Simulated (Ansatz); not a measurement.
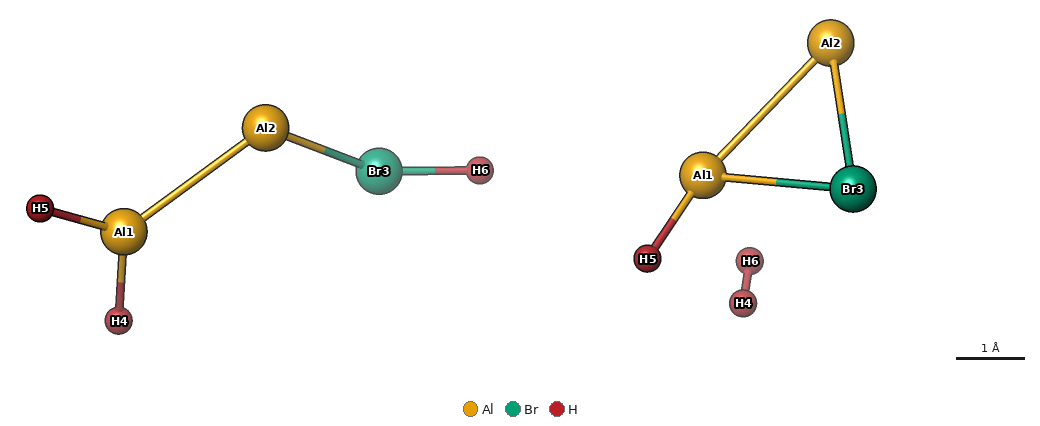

Two geometries of Al2H3Br, drawn at one scale. One is the start of a relaxation, the other its converged end. The picture is a ball-and-stick view, seen at a tilt.

Level of theory: Ansatz, RKS PBE-D4/def2-SVP. Set-up: force threshold 0.03 eV/Å; at most 250 steps.

### Which of the two is the end point?

The right one is the relaxed one. It is one of the separated reactants of a reaction. The atom that moves furthest after the best rigid fit is H6 (3.94 Å). By element the largest moves are H 3.94 Å, Br 2.48 Å, Al 1.52 Å. Some distances before and after: H4–H6 5.847 → 0.786 Å, Al1–H6 5.615 → 2.214 Å, Br3–H6 1.510 → 3.433 Å, Al1–Br3 4.153 → 2.535 Å. New bonds form: H4–H6 (5.85 → 0.79 Å). Bonds break: Al1–H4 (1.59 → 2.32 Å), Br3–H6 (1.51 → 3.43 Å). Among the angles between lasting bonds that change: Al1–Al2–Br3 116.6° → 56.0°, Al2–Al1–H5 121.3° → 160.0°. Groups turn about Al1–Al2 by about 155°. The energy falls by 80.7 kcal/mol in 38 geometry steps. Largest force component: 3.5 eV/Å at the start, 0.028 eV/Å at the end. The run took 58 s on 2 threads of Arm Neoverse V1, with other jobs on the host.
